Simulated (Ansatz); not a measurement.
## Electronic structure of CH5Si2 (charge −1) in real space

Input file:

```
crystal:
  periodic: [false, false, false]
  atoms:
    - { symbol: C, position_ang: [-1.70173, 1.06032, -1.60547] }
    - { symbol: Si, position_ang: [-0.2559, 0.73468, -0.69881] }
    - { symbol: Si, position_ang: [0.75075, -0.62649, 0.83448] }
    - { symbol: H, position_ang: [-2.54527, 0.35676, -1.42736] }
    - { symbol: H, position_ang: [-1.30835, 1.93596, -2.12181] }
    - { symbol: H, position_ang: [1.18906, -0.12046, 2.17953] }
    - { symbol: H, position_ang: [1.93962, -1.47335, 0.48001] }
    - { symbol: H, position_ang: [-0.23196, -1.67937, 1.23946] }
total_charge: -1
magnetization:
  spin_polarized: true
basis:
  gaussian: { orbitals: def2-mTZVP }
hamiltonian:
  xc: pbe
  dispersion: d4
relax:
  f_tol: 0.02
  max_steps: 50
output:
  orbitals: {}
```

Launched as:

```sh
ansatz run input.yaml --threads 2 --pin off --max-ram 3072MiB --backend cpu --events-out ev --progress --plain --runs-dir out
```

The fields are those of the relaxed geometry.

The highest occupied orbital lies above zero, a sign that basis and functional describe the outermost electron poorly.

All numbers below come from UKS PBE-D4/def2-mTZVP in Ansatz 0.2.0.

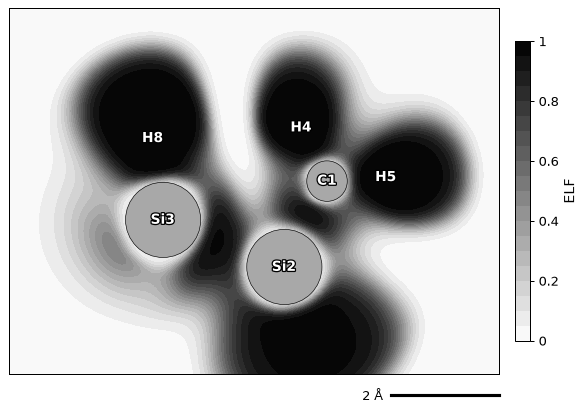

Figure 1. Electron localisation function on the plane of atoms Si2, C1 and H5. Grey discs cover the atomic cores.

Read the bonding off the picture.

Answer.
- The section cuts through C, Si and H sites.
- C–Si (1.78 Å): the ELF peaks at about 0.95 between the atoms, as expected for localised, covalent bonding.
- Si–Si (2.42 Å): the ELF peaks at about 0.95 between the atoms: a covalent bond.
- C–H (1.10 Å): the ELF climbs to about 1 towards the hydrogen, as it does in any bond to H (a covalent bond by its length).
- Si–H (1.53 Å): the ELF climbs to about 1 towards the hydrogen.
- The ELF also peaks beside Si2, away from the bonds: lone-pair regions.

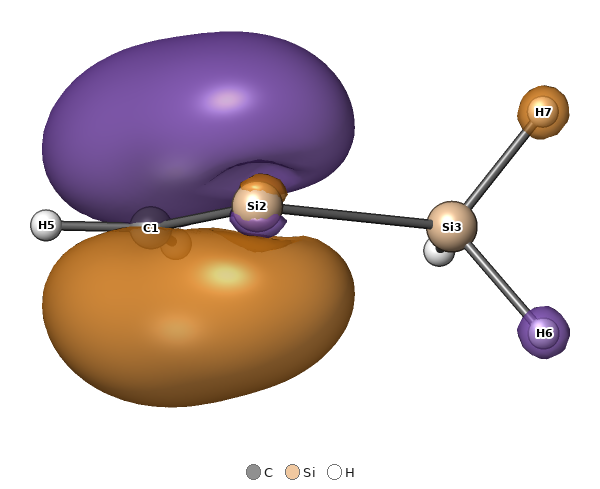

Figure 2. The HOMO−1 at ±0.1 Å⁻³ᐟ² (orange and purple are the two phases), seen from one side.

Where does this orbital lie, and at what energy?

Answer. By Hirshfeld shares it lies mainly on C1 (about 50 %) and Si2 (about 35 %); π-bonding across C1–Si2. Its energy is −0.20 eV.
